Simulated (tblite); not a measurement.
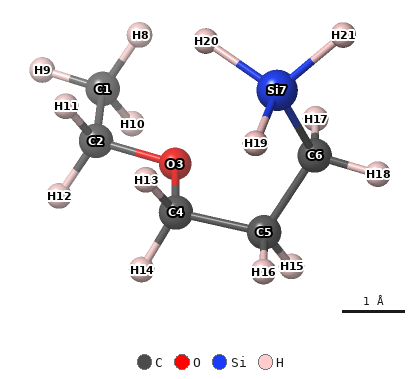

Figure 1. The structure (ball-and-stick view, seen at a tilt; atoms are numbered from 1 in the order of the input). Bond lengths as drawn: C–C 1.52 to 1.53 Å, C–H 1.09 to 1.10 Å, C–O 1.41 Å, C–Si 1.90 Å and H–Si 1.46 to 1.47 Å.

C5H14OSi: frequency calculation

C5H14OSi, computed with GFN2-xTB harmonic vibrations, gas phase (tblite 0.8.0).

It belongs to a series of runs on one base structure; here: S replaced by O.

Log
```
mode    cm-1     km/mol
  1      24.8      0.06
  2      68.8      1.03
  3      87.5      2.90
  4     111.6      3.61
  5     145.9      1.40
  6     205.2      0.90
  7     208.3      1.00
  8     234.6      1.45
  9     335.2      1.16
 10     419.8      0.86
 11     475.1      3.58
 12     508.5     37.00
 13     556.7     58.65
 14     700.5     14.74
 15     756.5     18.00
 16     788.7    265.33
 17     795.0    292.59
 18     811.6    245.47
 19     839.8      2.90
 20     880.0     35.16
 21     935.3      3.99
 22     953.6     20.49
 23    1046.1      8.08
 24    1055.3     11.44
 25    1100.2     16.09
 26    1123.0     27.84
 27    1146.5     84.60
 28    1152.7     13.13
 29    1174.6     27.31
 30    1199.8      9.88
 31    1253.8      0.95
 32    1261.0     10.97
 33    1301.5      3.90
 34    1335.0     29.97
 35    1346.4      3.27
 36    1364.6      1.61
 37    1401.4      8.40
 38    1469.9      1.07
 39    1475.6      2.29
 40    1480.7      1.62
 41    1494.1      6.07
 42    1496.0      2.07
 43    1502.5      1.27
 44    2232.5    348.63
 45    2248.4    449.59
 46    2256.3    152.95
 47    2815.4    113.45
 48    2818.7     70.48
 49    2852.6     19.42
 50    2860.6    114.70
 51    2961.6     53.97
 52    2963.9     32.51
 53    2976.2     62.16
 54    2997.1     28.84
 55    3046.1     28.37
 56    3049.9     27.15
 57    3053.6     22.35
```

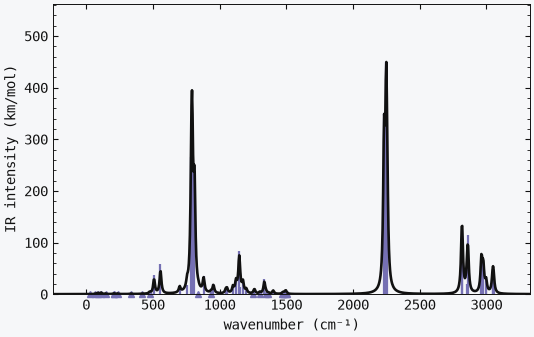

Figure 2. Harmonic infrared spectrum, unscaled: sticks (degenerate modes added up, dark ones marked on the axis) with a Lorentzian envelope of 16 cm⁻¹ full width, scaled to the tallest stick. 57 modes from 25 to 3054 cm⁻¹, none imaginary. The strongest line is at 2248 cm⁻¹ (450 km/mol).

The run was set up as follows.

Input file
```
{"job": {"kind": "ir", "xc": "GFN2-xTB", "basis": "xTB"}, "charge": 0, "multiplicity": 1}
C     -2.947317     0.604820     1.004696
C     -2.106536    -0.378650     0.207138
O     -0.968950     0.290491    -0.280883
C     -0.118355    -0.534735    -1.037431
C      1.093635     0.270836    -1.487518
C      1.890860     0.830632    -0.312048
Si     2.628042    -0.480159     0.851285
H     -2.363177     1.004847     1.828684
H     -3.829205     0.106767     1.397732
H     -3.255556     1.429218     0.367707
H     -1.798967    -1.225285     0.843441
H     -2.690687    -0.787374    -0.634173
H      0.205797    -1.397038    -0.432070
H     -0.659861    -0.926622    -1.915533
H      0.741166     1.094821    -2.113197
H      1.725708    -0.376130    -2.099823
H      1.237709     1.494172     0.255637
H      2.695280     1.452324    -0.711495
H      3.213391    -1.566588     0.057870
H      1.621351    -1.039162     1.756552
H      3.676751     0.149755     1.657315
```

The first line tells a small driver script what to run in tblite; the rest is the geometry in Å.

Launch command:
```bash
OMP_NUM_THREADS=1 python <driver script> task.json out
```

Results in brief

```json
{"quantity": "outcome", "value": "converged"}
{"quantity": "total energy", "value": "−643.0169 eV"}
{"quantity": "zero-point energy", "value": "110.3010 kcal/mol"}
{"quantity": "hardware", "value": "1 CPU thread, shared host"}
{"quantity": "wall time", "value": "2.4 s"}
{"quantity": "peak memory", "value": "0.18 GiB"}
```
